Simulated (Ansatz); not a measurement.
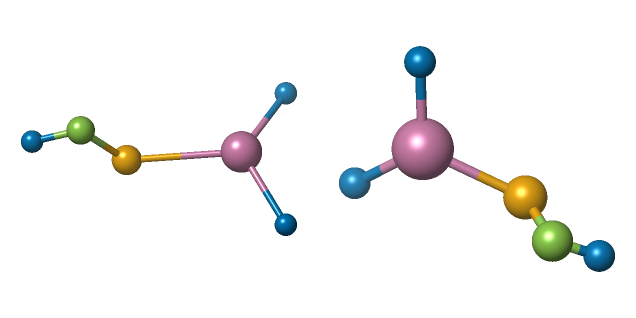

The same structure drawn twice, from different directions. Colours: oxygen green, carbon orange, indium pink, hydrogen blue.

The computed structure is the end point of a PBE0-D4/def2-TZVP optimisation. No frequency run is at hand to confirm it as a minimum.

**What is the molecular formula?**

CH₃InO, 6 atoms: 1 carbon, 3 hydrogen, 1 indium and 1 oxygen.

**How many sets of symmetry-equivalent atoms are there?**

5: 1 O, 1 C, 1 In, 1 H, 2 H.

The parts below concern this one geometry. Atoms keep their numbers from picture to picture.

**Geometry**

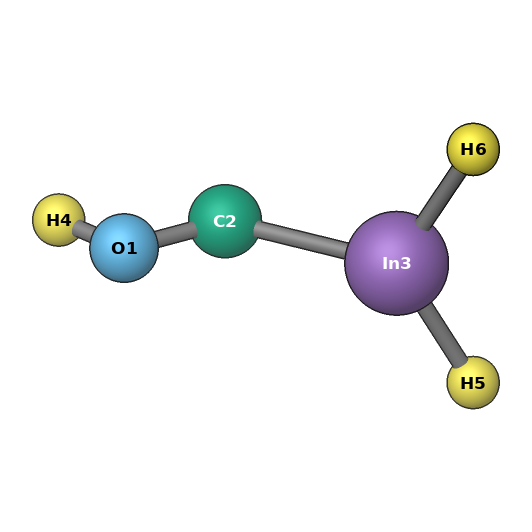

The atoms are numbered. No frequency run is at hand to confirm it as a minimum.

What are the angles C2–O1–H4, O1–C2–In3, C2–In3–H5, H5–In3–H6?

```csv
angle,degrees
C2–O1–H4,110.1
O1–C2–In3,124.8
C2–In3–H5,117.4
H5–In3–H6,120.3
```

**Electronic properties**

No frequency run is at hand to confirm it as a minimum. Level of theory: RKS PBE0-D4/def2-TZVPP, core potentials on In (Ansatz 0.2.0).

What does the calculation give?

- HOMO energy (Kohn–Sham orbital): −5.32 eV
- LUMO energy (Kohn–Sham orbital): −1.73 eV
- HOMO–LUMO gap: 3.59 eV

**Charges**

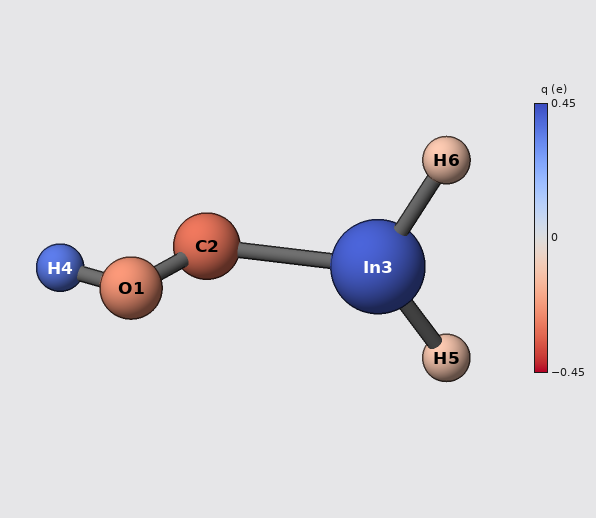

Atoms are coloured by their Mulliken charges. No frequency run is at hand to confirm it as a minimum. Properties computed with RKS PBE0-D4/def2-TZVP, core potentials on In (Ansatz 0.2.0).

**Which atom carries the highest charge (most positive or least negative)?**

In3 (0.40 e).

**And the lowest?**

C2 (−0.30 e).

Give the Mulliken charges atom by atom.

| atom | value (e) |
| --- | --- |
| O1 | −0.24 |
| C2 | −0.30 |
| In3 | 0.40 |
| H4 | 0.36 |
| H5 | −0.11 |
| H6 | −0.11 |

**Dipole moment**

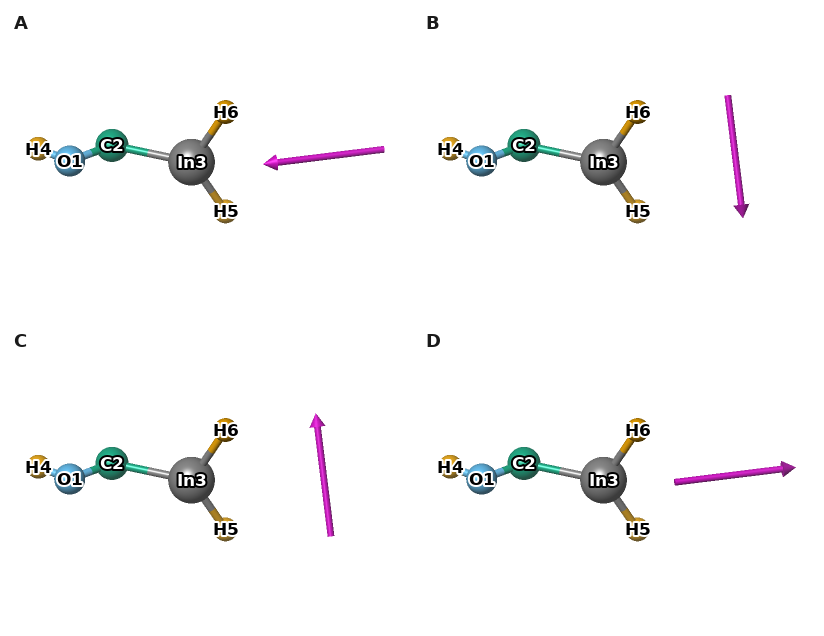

The same molecule four times, each with an arrow. No frequency run is at hand to confirm it as a minimum. Level of theory: RKS PBE0-D4/def2-TZVP, core potentials on In (Ansatz 0.2.0).

**Which arrow points along the dipole moment, from the negative to the positive end?**

A. The dipole moment is 2.53 D; it points from the side of H5, H6 to the side of H4 (the outermost atoms at the two ends).

Mulliken values depend strongly on the basis set and can even reverse the polarity of a bond.
